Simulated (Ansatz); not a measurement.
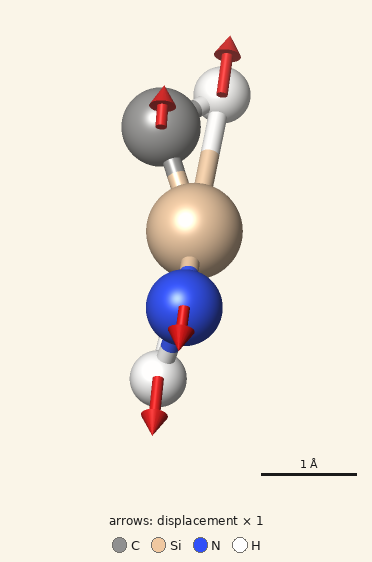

A relaxation of CH$_{2}$NSi (charge −1). The starting structure is drawn; red arrows show the displacements, at their true length. The two geometries are superimposed by the best rigid fit.

Style: ball-and-stick. Shown from a free direction.

It is one of the separated reactants of a reaction.

Computed with Ansatz 0.2.0, RKS PBE-D4/def2-SVPD. (force threshold 0.03 eV/Å; at most 250 steps)

> Which element moves most?

Hydrogen: up to 0.72 Å, against 0.51 Å for nitrogen.

> What did the optimiser do to the structure, and how much energy did it gain?

Over 11 accepted moves (12 points after the start) the energy falls by 2067.1 kJ/mol. Largest force component: 46 eV/Å at the start, 0.013 eV/Å at the end. The line search rejected the trial step at point 6 of the run. The largest move after the best rigid fit is that of an H atom, 0.72 Å. Largest moves by element: H 0.72 Å, N 0.51 Å, C 0.49 Å, Si 0.01 Å. Some distances before and after: H–Si 1.762 → 2.477 Å, H–Si 1.630 → 2.286 Å, N–Si 1.187 → 1.670 Å, C–Si 1.224 → 1.696 Å. Among the angles between lasting bonds that change: Si–N–H 97.7° → 113.6°, Si–C–H 109.8° → 122.7°, C–Si–N 146.0° → 154.8°.
